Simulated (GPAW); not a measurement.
**BaTiO3 (Pm-3m): refractive index against wavelength**

The refractive index of BaTiO3 (Pm-3m) below the direct gap (1.83 eV on the mesh) is read from one computed spectrum, n = √(Re ε).

Cell: a, b, c = 4.006, 4.006, 4.006 Å (primitive vectors), 5 atoms.

Method: GPAW 26.7.0, LDA, RPA, k-mesh 8×8×8, local fields up to 80 eV, Lorentzian half width 0.15 eV.

Launch of the response step: `OMP_NUM_THREADS=1 python df.py`. The run took 1.8 min, its band step included, on 1 thread of Arm Neoverse N1 (shared host).

```tsv
wavelength (nm)	photon energy E (eV)	n
3000	0.413	2.5039
2000	0.620	2.5155
1550	0.800	2.5299
1310	0.946	?
1064	1.165	2.5751
```

In the single-oscillator model n² − 1 = E₀E_d/(E₀² − E²), so 1/(n² − 1) = E₀/E_d − E²/(E₀E_d) is linear in E².

Working, on the rows shown:

| x = E² (eV²) | y = 1/(n² − 1) |
| --- | --- |
| 0.170801 | 0.189771 |
| 0.384302 | 0.187697 |
| 0.639837 | 0.185172 |
| 1.35784 | 0.177584 |

Means: x̄ = 0.6382, ȳ = 0.18506. Σ(x − x̄)(y − ȳ) = -0.008251, Σ(x − x̄)² = 0.8008. Slope = -0.008251 / 0.8008 = -0.0103; intercept = ȳ − slope · x̄ = 0.19163. Turned back into n, the line misses the rows shown by at most 0.00077.

Fill in the last column of the withheld row.

At x = 0.89576 the line gives y = 0.1824, that is 2.5461. The run gave 2.5452, so the interpolation is off by 0.00085, 1.2 % of the range in the table.

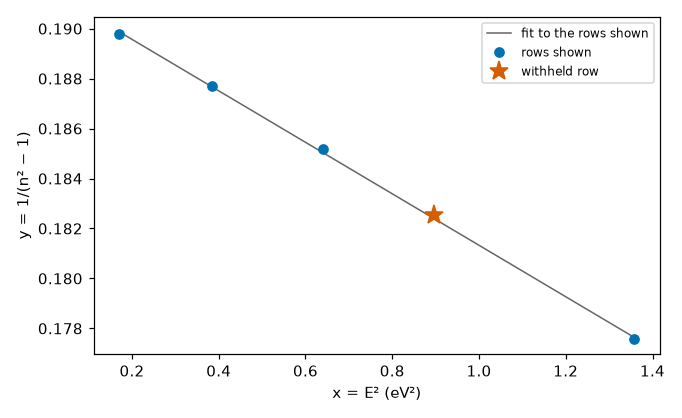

Refitted with all rows, the slope is -0.01027 and the intercept 0.19164. These give E₀ = √(intercept/−slope) = 4.32 eV and E_d = E₀/intercept = 22.5 eV; E₀ is 2.4 times the direct gap. The electronic limit at long wavelengths, without lattice vibrations, is n = √(1 + 1/intercept) = 2.494. Excitons are left out; LDA gaps are as a rule too small. The values come from a sum over the points of one k-mesh and carry its error, which grows as the direct gap shrinks. This version of GPAW has incomplete matrix elements in the optical limit, which can lower ε − 1 by up to a tenth where first-row anions or d states rule. Spin-orbit coupling is left out.

[Logs are printed without paths, hosts, clocks, repeated set-up lines and the standing remarks that a program may print on its own settings, such as how far it seeks lower states.]
